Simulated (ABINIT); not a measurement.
# GaN (F-43m): G0W0 in ABINIT against the bands in the self-energy, part 2 of 2

How does the gap of GaN (F-43m) converge in the bands in the self-energy?

ABINIT 10.8.3; PBE and many-body steps on it, plane waves. Known limits of the many-body steps: not at the basis limit; exchange with frozen shells missing; no spin-orbit coupling.

So far. Step 2 (Screening, 6×6×6 mesh, 424 bands, screening to 435.4 eV): Local fields lower ε∞ by 7 %.

## Step 6: 114 bands

Level of this step: G0W0 on PBE, plane waves, norm-conserving pseudopotentials (ABINIT).

The self-energy is evaluated for the states that the input lists, and the levels follow from it, in one-shot runs by the linearised quasiparticle equation.

Input file run.abi:

```
acell 3*1.0 Angstrom
rprim 
  0.000000000000 2.253500607500 2.253500607500
  2.253500607500 0.000000000000 2.253500607500
  2.253500607500 2.253500607500 0.000000000000
ntypat 2
znucl 31 7
natom 2
typat 1 2
xred 
  0.000000000000 0.000000000000 0.000000000000
  0.750000000000 0.750000000000 0.750000000000
pp_dirpath "pseudos"
pseudos "Ga.upf, N.upf"
ecut 36
ngkpt 6 6 6
nshiftk 1
shiftk 0 0 0
kptopt 1
chksymbreak 0
istwfk *1
occopt 1
irdwfk 1
optdriver 4
nband 114
gwcalctyp 0
ecutsigx 36
symsigma 1
nkptgw 1
kptgw 
  0.0000000000 0.0000000000 0.0000000000
bdgw 
  7 13
ecuteps 16
irdscr 1
ppmodel 1
indata_prefix "in"
outdata_prefix "out"
tmpdata_prefix "tmp"
```

Run with:

```sh
$ OMP_NUM_THREADS=1 mpirun -n 8 abinit run.abi > log
```

Log:

```text
.Version 10.8.3 of ABINIT. v10.8.2 released Aug 2026.

 Symmetries : space group F-4 3 m (#216); Bravais cF (face-center cubic)
[... echo of the input left out ...]
== DATASET  1 ==================================================================
-   mpi_nproc: 8, omp_nthreads: 1 (-1 if OMP is not activated)

--- !DatasetInfo
iteration_state: {dtset: 1, }
dimensions: {natom: 2, nkpt: 16, mband: 114, nsppol: 1, nspinor: 1, nspden: 1, mpw: 1639, }
cutoff_energies: {ecut:  36.0, pawecutdg:  -1.0, }
[...]
11  15.678 -12.135  -7.192  -4.919   0.838  -0.194 -12.115   0.020  15.698
       12  15.678 -12.135  -7.192  -4.919   0.838  -0.194 -12.115   0.020  15.698
       13  15.678 -12.135  -7.192  -4.919   0.838  -0.194 -12.115   0.020  15.698

== END DATASET(S) ==============================================================
================================================================================

 -outvars: echo values of variables after computation  --------
           etotal      0.0000000000E+00
            nband         114
             nkpt          16
          spgroup         216
 [... the other variables as echoed above ...]

 Calculation completed.
```

It took 16 s on 8 MPI ranks of Arm Neoverse V2, shared host; peak memory 2.9 GiB; 2.1 min of CPU time.

This step gave:

```yaml
g0w0_gap_on_the_points_computed: 2.111 eV
starting_gap_on_the_mesh: 1.759 eV
k_of_the_valence_top: 0, 0, 0
k_of_the_conduction_bottom: 0, 0, 0
least_direct_g0w0_gap_on_the_computed_points: 2.111 eV
```

The gap on the mesh goes from 1.76 eV to 2.11 eV, a correction of +0.35 eV.

## Step 7: 252 bands

Edit run.abi of step 6 so:

```diff
@@ -24,3 +24,3 @@
 optdriver 4
-nband 114
+nband 252
 gwcalctyp 0
```

Log:

```text
.Version 10.8.3 of ABINIT. v10.8.2 released Aug 2026.

 Symmetries : space group F-4 3 m (#216); Bravais cF (face-center cubic)
[... echo of the input left out ...]
== DATASET  1 ==================================================================
-   mpi_nproc: 8, omp_nthreads: 1 (-1 if OMP is not activated)

--- !DatasetInfo
iteration_state: {dtset: 1, }
dimensions: {natom: 2, nkpt: 16, mband: 252, nsppol: 1, nspinor: 1, nspden: 1, mpw: 1639, }
cutoff_energies: {ecut:  36.0, pawecutdg:  -1.0, }
[...]
11  15.678 -12.135  -7.192  -5.009   0.838  -0.194 -12.189  -0.055  15.623
       12  15.678 -12.135  -7.192  -5.009   0.838  -0.194 -12.189  -0.055  15.623
       13  15.678 -12.135  -7.192  -5.009   0.838  -0.194 -12.189  -0.055  15.623

== END DATASET(S) ==============================================================
================================================================================

 -outvars: echo values of variables after computation  --------
           etotal      0.0000000000E+00
            nband         252
             nkpt          16
          spgroup         216
 [... the other variables as echoed above ...]

 Calculation completed.
```

Run time: 31 s. Hardware: 8 MPI ranks; peak memory 3.6 GiB; 4.1 min of CPU time.

This step gave:

| Item | Value |
| --- | --- |
| G0W0 gap on the points computed | 2.181 eV |
| starting gap on the mesh | 1.759 eV |
| k of the valence top | 0, 0, 0 |
| k of the conduction bottom | 0, 0, 0 |
| least direct G0W0 gap on the computed points | 2.181 eV |

Against the run before, the gap moves by +0.070 eV.

## Step 8: 424 bands

Edit run.abi of step 7 so:

```diff
@@ -24,3 +24,3 @@
 optdriver 4
-nband 252
+nband 424
 gwcalctyp 0
```

Log:

```text
.Version 10.8.3 of ABINIT. v10.8.2 released Aug 2026.

 Symmetries : space group F-4 3 m (#216); Bravais cF (face-center cubic)
[... echo of the input left out ...]
== DATASET  1 ==================================================================
-   mpi_nproc: 8, omp_nthreads: 1 (-1 if OMP is not activated)

--- !DatasetInfo
iteration_state: {dtset: 1, }
dimensions: {natom: 2, nkpt: 16, mband: 424, nsppol: 1, nspinor: 1, nspden: 1, mpw: 1639, }
cutoff_energies: {ecut:  36.0, pawecutdg:  -1.0, }
[...]
11  15.678 -12.135  -7.192  -5.029   0.838  -0.194 -12.207  -0.072  15.606
       12  15.678 -12.135  -7.192  -5.029   0.838  -0.194 -12.207  -0.072  15.606
       13  15.678 -12.135  -7.192  -5.029   0.838  -0.194 -12.207  -0.072  15.606

== END DATASET(S) ==============================================================
================================================================================

 -outvars: echo values of variables after computation  --------
           etotal      0.0000000000E+00
            nband         424
             nkpt          16
          spgroup         216
 [... the other variables as echoed above ...]

 Calculation completed.
```

Elapsed: 50 s, on 8 MPI ranks; peak memory 4.4 GiB; 6.6 min of CPU time.

This step gave:

```yaml
g0w0_gap_on_the_points_computed: 2.206 eV
starting_gap_on_the_mesh: 1.759 eV
k_of_the_valence_top: 0, 0, 0
k_of_the_conduction_bottom: 0, 0, 0
least_direct_g0w0_gap_on_the_computed_points: 2.206 eV
```

Against the run before, the gap moves by +0.025 eV.

## Step 9: The runs together

Times are wall times on 8 MPI ranks of Arm Neoverse V2, shared host, good to a factor of about two. A run's time includes the screening step that it read.

| run | mesh | bands | screening cutoff (eV) | DFT gap (eV) | gap on the mesh (eV) | direct (eV) | ε∞ used | time |
| --- | --- | --- | --- | --- | --- | --- | --- | --- |
| 17 bands | 6×6×6 | 17 | 435.4 | 1.759 | 1.758 | 1.758 | 6.39 | 8.4 min |
| 22 bands | 6×6×6 | 22 | 435.4 | 1.759 | 1.849 | 1.849 | 6.39 | 8.4 min |
| 46 bands | 6×6×6 | 46 | 435.4 | 1.759 | 1.986 | 1.986 | 6.39 | 8.5 min |
| 114 bands | 6×6×6 | 114 | 435.4 | 1.759 | 2.111 | 2.111 | 6.39 | 8.6 min |
| 252 bands | 6×6×6 | 252 | 435.4 | 1.759 | 2.181 | 2.181 | 6.39 | 8.9 min |
| 424 bands | 6×6×6 | 424 | 435.4 | 1.759 | 2.206 | 2.206 | 6.39 | 9.2 min |

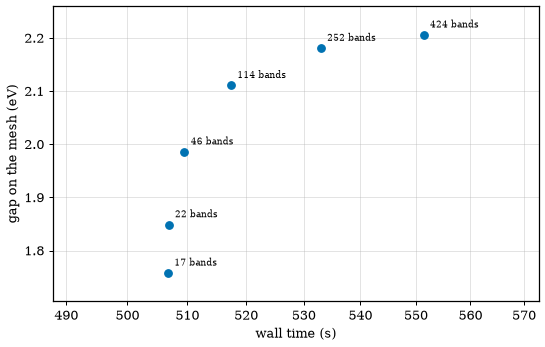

Result against wall time.

## Step 10: Summary of results

```yaml
17_bands: 1.758 eV
22_bands: 1.849 eV
46_bands: 1.986 eV
114_bands: 2.111 eV
252_bands: 2.181 eV
424_bands: 2.206 eV
known_limits: not at the basis limit; exchange with frozen shells missing; no spin-orbit coupling
```

What this shows: The setting moved: bands in the self-energy. From 17 bands to 424 bands the gap moves by +0.45 eV. The last step still moves it by +0.025 eV. Bands and screening cutoff are coupled, so a series along one setting does not show full convergence. Bands and cutoff are finite, so the gap is not at the basis limit. The miss can reach some tenths of an eV and take either sign; the mesh is an error of its own. In the G0W0 runs levels were corrected at 1 k point alone, so a gap called «on the mesh» is the least over those, and an edge elsewhere would be missed. The norm-conserving file of at least one element keeps a d shell over frozen s and p shells of the same row. Exchange with those shells is missing from the self-energy, an error of 0.3 to 0.9 eV in cases checked, whose sign depends on which edge lies on those atoms. The many-body steps are scalar-relativistic: spin-orbit coupling is not in them.

[Paths, hosts, dates, memory and timing lines, banners, echoed tables and standing remarks are left out of the program output.]

[Logs are printed without paths, hosts, clocks, repeated set-up lines and the standing remarks that a program may print on its own settings, such as how far it seeks lower states.]

[Runs of the session that timed out or met a known fault of the program may be left out.]

[Hosts, paths, dates, database ids (printed as entryN), source tags and the programs' standing remarks are cut or masked in the printed files.]

[G0W0 gaps are taken among the corrected bands and points alone; a level outside them can change the order at an edge.]

[Where Ansatz stands beside ABINIT at settings called matched, ABINIT's density can come from a denser mesh and the files from another edition; pairs whose starting gaps differed by over 0.03 eV were left out, so agreement reads better than it is.]
